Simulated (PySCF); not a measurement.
SMILES [GeH3][CH2][Si](F)(F)F at its GFN2-xTB optimised geometry (Å):

```
11

F      0.9886    -0.7677     0.0000
Si    -0.5964    -0.7677     0.0000
F     -1.0013    -1.2868    -1.4455
F     -0.9886     0.7677     0.0000
C     -1.3340    -1.7168     1.4275
Ge    -0.7802    -0.9150     3.1475
H     -2.4216    -1.7131     1.3642
H     -1.0135    -2.7575     1.3971
H      0.7038    -0.9468     3.2928
H     -1.2501     0.4968     3.2473
H     -1.3846    -1.6988     4.2725
```

Computed with B3LYP/def2-TZVP (PySCF 2.14.0). Cells within 0.4 Å of a nucleus heavier than hydrogen are left out (blank, or x).

Map of the deformation density (molecule minus spherical neutral atoms) (e/bohr³) on the plane z = 1.5 Å:

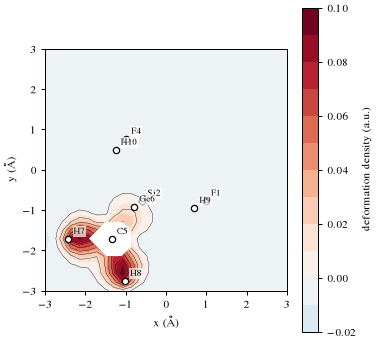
Figure: Deformation density (molecule minus spherical neutral atoms) (e/bohr³) on the plane z = 1.5 Å.
